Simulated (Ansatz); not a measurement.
**Geometry relaxation of BN3H7F (part 2 of 2)**

The same run, continued: BN3H7F; RHF/6-31G* (Ansatz 0.2.0). The input holds or restrains some coordinates. Forces given for the steps count only the free coordinates. It belongs to a series of runs on one base structure; here: pulled along the bonds that form and break, towards end B.

Geometry of the input (Å):
```
B  0.0000  0.0000  0.0000
F  0.0000  0.0000  1.6700
N  1.3423  0.0000  -0.7750
H  1.8089  -0.9179  -1.0268
H  1.7937  0.9179  -1.0532
N  -1.3423  0.0000  -0.7750
H  -2.0112  -0.8164  -0.6764
H  -1.5914  0.8164  -1.4036
N  -0.2314  1.7403  0.5833
H  -1.1621  2.2275  0.4417
H  0.5667  2.2503  1.0593
H  -0.1415  1.0645  1.5337
```

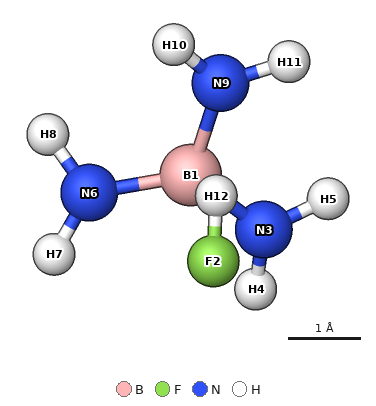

The geometry at step 7 of the log (ball-and-stick view, seen at a tilt; atoms are numbered from 1 in the order of the input).

### Trajectory as extended XYZ, continued
```
12
Properties=species:S:1:pos:R:3:forces:R:3 step=3 energy=-7933.52867
B    -0.0193    0.2805   -0.2575    0.0294   3.9616  -1.1875
F     0.0073   -0.0767    1.9531    0.0133  -0.7807   0.8536
N     1.3341    0.0011   -0.7582   -0.6979   0.1870   0.7188
H     1.7875   -0.8816   -1.0193   -0.9209   1.4212   0.1982
H     1.7891    0.8730   -1.0409   -0.0244  -1.4077   0.4909
N    -1.3498   -0.0194   -0.7778    0.0400  -0.4961   0.0062
H    -1.9930   -0.7955   -0.6836    0.8134   0.7704  -0.4081
H    -1.5969    0.7693   -1.3816   -0.4529  -1.3199   0.6997
N    -0.1751    1.8220    0.2977    1.2755  -0.3985   1.5260
H    -1.1278    2.2265    0.4305    1.8085  -0.9509  -0.2268
H     0.5250    2.2564    0.9925   -1.6904  -0.8060  -2.3992
H    -0.1493    0.8270    1.8231   -0.1936  -0.1803  -0.2718
12
Properties=species:S:1:pos:R:3:forces:R:3 step=4 energy=-7934.44845
B    -0.0195    0.4317   -0.3537   -0.1498   1.2047  -0.3502
F     0.0025   -0.1301    2.0685    0.2903  -2.0614   0.6888
N     1.3173    0.0261   -0.7385   -0.8760   0.4975   0.6408
H     1.7404   -0.8431   -1.0124   -0.7480   0.4547   0.0015
H     1.8042    0.8461   -1.0248    0.7261  -0.2668   0.1494
N    -1.3455   -0.0128   -0.7870    0.9172   0.3213   0.2347
H    -1.9590   -0.7906   -0.6923    0.5311   0.0138  -0.2012
H    -1.6352    0.7422   -1.3707   -1.0578  -0.3595  -0.0956
N    -0.1259    1.8738    0.1675   -0.3304  -0.8816   0.7157
H    -1.0638    2.1837    0.4194    0.6844  -0.4820  -0.5672
H     0.4757    2.2144    0.9043    0.4165  -0.0604  -0.9299
H    -0.1596    0.7413    1.9978   -0.4036   1.6196  -0.2867
12
Properties=species:S:1:pos:R:3:forces:R:3 step=5 energy=-7935.02685
B    -0.0325    0.5019   -0.3834   -0.3398   1.1338   0.0252
F    -0.0134   -0.2290    2.0545   -0.3412   0.9428   0.4911
N     1.2682    0.0614   -0.6947    0.9758   0.8986  -0.0251
H     1.6060   -0.8157   -1.0175   -0.3825   0.0202  -0.1443
H     1.8725    0.8453   -0.9115    0.0128  -0.9519   0.3729
N    -1.3214   -0.0153   -0.7787   -0.4045   1.0543  -0.4226
H    -1.8306   -0.8678   -0.7066    0.5547   0.0423  -0.1710
H    -1.7583    0.7159   -1.3324   -0.3782  -0.9883   0.5276
N    -0.1097    1.9089    0.1357    0.4149  -0.9198   0.3749
H    -1.0150    2.2052    0.4179   -0.2483   0.1840  -0.0481
H     0.5860    2.2906    0.7635   -0.1302  -0.1996  -0.7989
H    -0.2201    0.6811    2.0312    0.2666  -1.2164  -0.1817
12
Properties=species:S:1:pos:R:3:forces:R:3 step=6 energy=-7935.43533
B    -0.0445    0.5554   -0.3854    0.1322   1.0980  -0.3985
F    -0.0608   -0.2885    2.0242   -0.1392   0.1285   0.5177
N     1.2666    0.0691   -0.6685    0.1886   0.7110   0.1464
H     1.5218   -0.8102   -1.0627   -0.2561   0.1946  -0.0217
H     1.9746    0.7840   -0.7572   -0.2022  -0.7966   0.1831
N    -1.3261   -0.0079   -0.7527   -0.3541   0.5679  -0.1106
H    -1.6968   -0.9410   -0.7550    0.6526   0.4688  -0.1672
H    -1.9006    0.6717   -1.2309   -0.0621  -0.7182   0.4447
N    -0.1160    1.9624    0.1322    0.2582  -1.4016   0.0815
H    -1.0054    2.2839    0.4493    0.0726   0.1810  -0.0252
H     0.6522    2.3917    0.6244   -0.3761  -0.1326  -0.4930
H    -0.2332    0.6122    1.9604    0.0856  -0.3007  -0.1572
12
Properties=species:S:1:pos:R:3:forces:R:3 step=7 energy=-7935.71734
B    -0.0497    0.5892   -0.3935   -0.0231   1.3570  -0.1209
F    -0.0777   -0.3428    1.9761   -0.0744  -0.1733   0.6570
N     1.2442    0.0658   -0.6545    0.2992   0.4773  -0.0162
H     1.4652   -0.8014   -1.0888   -0.2270   0.0606   0.0010
H     2.0234    0.6969   -0.6117   -0.1910  -0.4818   0.1015
N    -1.3209   -0.0008   -0.7133   -0.2815   0.2545  -0.1299
H    -1.5517   -0.9643   -0.8588    0.4318   0.3866  -0.0747
H    -2.0116    0.6312   -1.0747    0.0538  -0.4227   0.2722
N    -0.1185    1.9772    0.1623    0.2790  -1.2690  -0.0433
H    -0.9921    2.3677    0.4452    0.1413   0.0815  -0.1065
H     0.6798    2.5110    0.4664   -0.4747  -0.2967  -0.3357
H    -0.2587    0.5528    1.9233    0.0666   0.0259  -0.2044
12
Properties=species:S:1:pos:R:3:forces:R:3 step=8 energy=-7935.91596
B    -0.0611    0.6362   -0.3767   -0.1111   1.2630  -0.3649
F    -0.0688   -0.4021    1.9493   -0.0528  -0.1749   0.6894
N     1.2112    0.0787   -0.6629    0.3699   0.4963   0.0421
H     1.3669   -0.8089   -1.0806   -0.1116  -0.0052   0.0148
H     2.0542    0.5858   -0.4783   -0.2314  -0.3253   0.0394
N    -1.2934    0.0068   -0.7365   -0.2958   0.4322  -0.0408
H    -1.4034   -0.9508   -0.9921    0.1484   0.2209  -0.0070
H    -2.1069    0.5668   -0.9112    0.2355  -0.3949   0.1760
N    -0.1299    1.9983    0.2329    0.1774  -1.4077  -0.0489
H    -0.9980    2.4717    0.3607    0.0976   0.0119  -0.1187
H     0.6657    2.5966    0.3476   -0.2765  -0.2191  -0.1872
H    -0.2048    0.5034    1.9258    0.0505   0.1028  -0.1943
12
Properties=species:S:1:pos:R:3:forces:R:3 step=9 energy=-7936.03259
B    -0.0689    0.6580   -0.3926   -0.1627   1.4663   0.0726
F     0.0204   -0.3940    1.9227   -0.0318  -0.1843   0.6770
N     1.2059    0.1299   -0.7373   -0.1438   0.0612  -0.1395
H     1.2976   -0.8186   -1.0238    0.0673  -0.0026   0.0157
H     2.0434    0.4942   -0.3464    0.0465  -0.0572   0.1102
N    -1.2842    0.0329   -0.7815    0.0746   0.1049  -0.0649
H    -1.3304   -0.8835   -1.1657   -0.0308   0.0672  -0.0020
H    -2.1626    0.4978   -0.7371    0.0096  -0.1446   0.0654
N    -0.1509    1.9809    0.3179    0.0717  -1.3591  -0.3389
H    -0.9962    2.5081    0.2319    0.1161  -0.0375  -0.0476
H     0.6458    2.5827    0.2743   -0.0831  -0.0278  -0.0478
H    -0.1883    0.4944    2.0155    0.0664   0.1135  -0.3000
12
Properties=species:S:1:pos:R:3:forces:R:3 step=10 energy=-7936.04546
B    -0.0922    0.6562   -0.3828   -0.0895   1.6251  -0.1957
F     0.0528   -0.4089    1.9232    0.0066  -0.1774   0.6276
N     1.1911    0.1353   -0.7166    0.0537  -0.0355  -0.0257
H     1.2835   -0.8163   -0.9979    0.0053   0.0257   0.0190
H     2.0065    0.4531   -0.2404   -0.0512  -0.0331   0.0252
N    -1.2937    0.0555   -0.8362   -0.0118   0.0426   0.0148
H    -1.3319   -0.8572   -1.2293   -0.0245   0.0244   0.0207
H    -2.1867    0.4792   -0.7210    0.0429  -0.1137   0.0518
N    -0.1753    1.9843    0.3211    0.1114  -1.3707  -0.2459
H    -1.0111    2.5185    0.1918    0.0841  -0.0769   0.0200
H     0.6234    2.5829    0.2571   -0.0637  -0.0687  -0.0555
H    -0.0347    0.5001    2.0090   -0.0634   0.1582  -0.2563
12
Properties=species:S:1:pos:R:3:forces:R:3 step=11 energy=-7936.06746
B    -0.0721    0.6768   -0.4052   -0.0243   1.3872   0.0539
F    -0.0837   -0.4143    1.8908   -0.0254  -0.2116   0.6292
N     1.2079    0.1452   -0.7316   -0.0331   0.0484  -0.0657
H     1.2987   -0.7962   -1.0426    0.0153   0.0040   0.0064
H     2.0238    0.4580   -0.2555    0.0083  -0.0180   0.0257
N    -1.2744    0.0829   -0.8722   -0.0308  -0.0119  -0.0266
H    -1.3012   -0.8640   -1.1772   -0.0045  -0.0004   0.0083
H    -2.1687    0.4126   -0.5874    0.0077  -0.0131   0.0245
N    -0.1406    1.9872    0.3316    0.0616  -1.3714  -0.3999
H    -0.9894    2.5048    0.2267    0.0406   0.0014  -0.0133
H     0.6400    2.5949    0.1898   -0.0152   0.0128   0.0431
H    -0.1084    0.4947    2.0109   -0.0001   0.1726  -0.2856
```

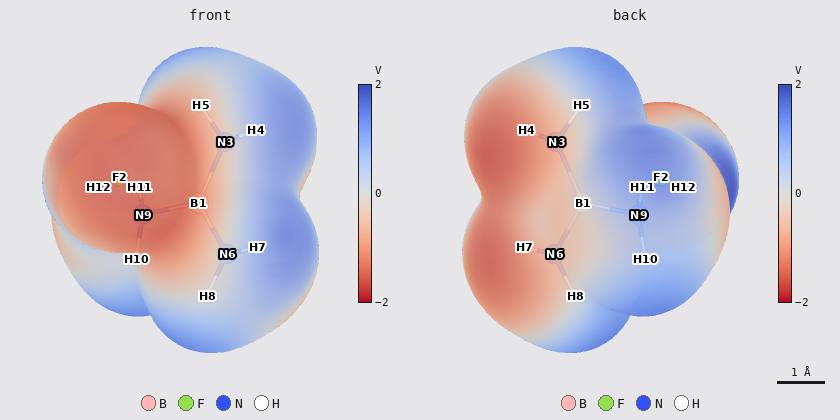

The electrostatic potential painted on the density surface at 0.001 e/bohr³, seen at a tilt and from behind; the colour scale runs from red (negative) to blue (positive).

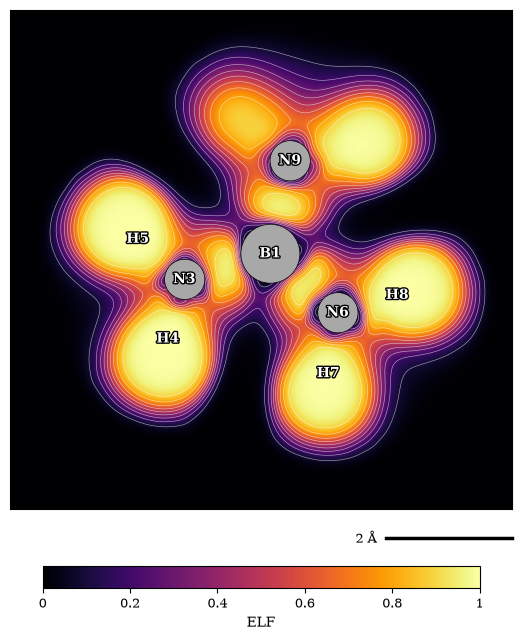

ELF on the plane of atoms N6, B1 and N9. Grey discs, where drawn, cover atomic cores. Atoms in the plane: B, N and H. B–N (1.42 Å): the ELF peaks at about 0.95 between the atoms, which marks a polar covalent bond. B–N (1.50 Å): the ELF peaks at about 0.95 between the atoms, which marks a shared but strongly polarised pair.

### Results in brief

```csv
quantity,value
outcome,converged under the restraints of the input
total energy,−7936.0675 eV
mean-field energy,−7936.0675 eV
"largest force (length of the vector) at the end, held atoms and coordinates included",1.430 eV/Å
hardware,"1 thread of Arm Neoverse V2, 24 GiB of memory available, shared host"
wall time,21 s
peak memory,0.17 GiB
```
